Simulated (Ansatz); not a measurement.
# AlClH$_{5}$N: what the fields show

The calculation's input:

```
crystal:
  periodic: [false, false, false]
  atoms:
    - { symbol: Al, position_ang: [-0.063292, 0.482602, -0.527792] }
    - { symbol: "N", position_ang: [-0.027021, 0.113582, 2.542914] }
    - { symbol: H, position_ang: [-0.747147, -0.366175, 3.067763] }
    - { symbol: H, position_ang: [0.857737, 0.028859, 3.026839] }
    - { symbol: H, position_ang: [1.388683, -0.030702, -0.849261] }
    - { symbol: H, position_ang: [-1.421535, -0.209566, -0.903262] }
    - { symbol: Cl, position_ang: [-0.213617, 2.52282, 0.297495] }
    - { symbol: H, position_ang: [-0.260308, 1.118081, 2.459302] }
basis:
  gaussian: { orbitals: def2-mTZVP }
hamiltonian:
  xc: b3lyp
relax:
  f_tol: 0.03
  max_steps: 50
output:
  orbitals: {}
```

Command:

```sh
ansatz run input.yaml --threads 2 --pin off --max-ram 3072MiB --backend cpu --events-out ev --progress --plain --runs-dir out
```

The fields are those of the run's last geometry, not of the input's.

These are results of RKS B3LYP/def2-mTZVP in Ansatz 0.2.0, not measurements.

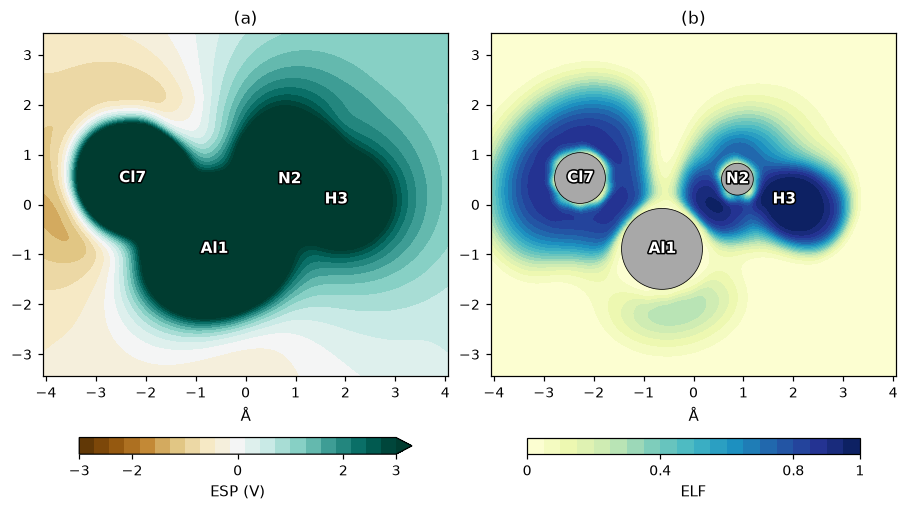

Figure 1. (a) molecular electrostatic potential; (b) electron localisation function on the plane of atoms Al1, N2 and H3. Grey discs cover the atomic cores in the ELF map.

Describe what can be read from this map.

- Atoms in the plane: Al, N, H and Cl.
- Al–N (2.06 Å): the ELF peaks at about 0.95 in the valence shell of N, 0.7 Å from its nucleus, and is about 0.80 at the midpoint.
- Al–Cl (2.17 Å): the ELF peaks at about 0.90 in the valence shell of Cl, 1.0 Å from its nucleus, and is about 0.80 at the midpoint.
- N–H (1.02 Å): the ELF climbs to about 1 towards the hydrogen, as it does in any bond to H (an ordinary covalent bond to hydrogen).
- The ELF also peaks beside Cl7, away from the bonds: lone-pair regions.
- Outside the dense part of the molecule the potential is most negative (−1.4 V) near Cl7.

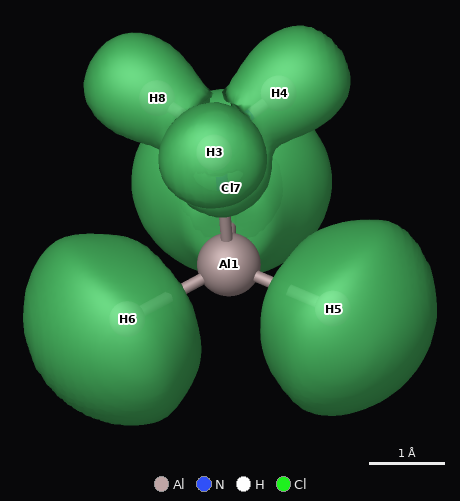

Figure 2. Isosurface of the electron localisation function at 0.75 (green), seen at an oblique angle. Core shells and regions of very low density are left out.

Describe the localisation domains.

The ELF exceeds this value in two regions around hydrogen nuclei, one region on Cl in which the atom's valence shell and bonds are merged and one joined region spread over several atoms (H, N), in which their bonds and any lone pairs are merged.

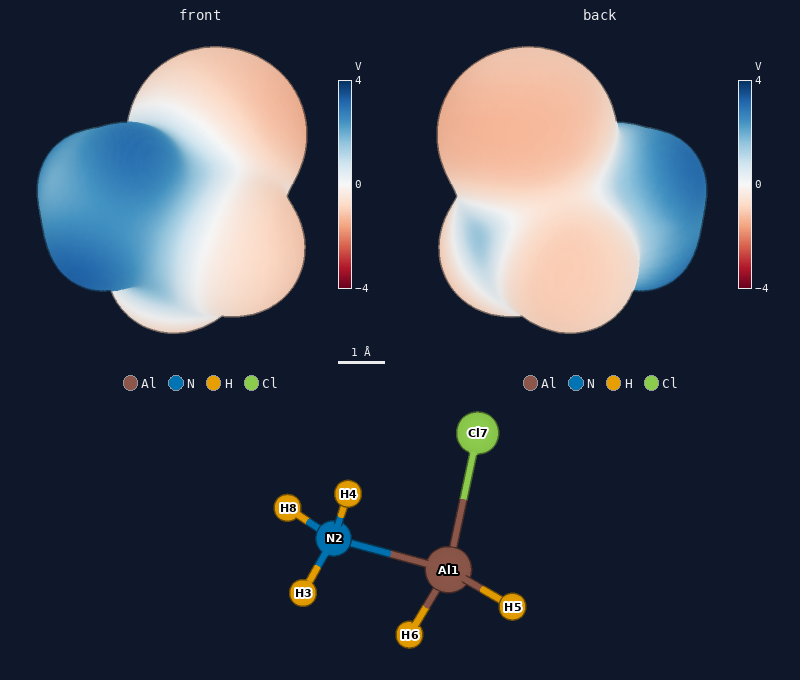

Figure 3. The electrostatic potential painted on the density surface at 0.002 e/bohr³, seen from the front and from behind; red is negative and blue positive. The bare structure is drawn below in the same view.

Which sites attract a positive test charge, and which a negative one?

A positive charge is drawn to the negative regions and a negative charge to the positive ones. The most negative region (about −1.3 V) lies over Cl7, the most positive (about +3.1 V) over H3.
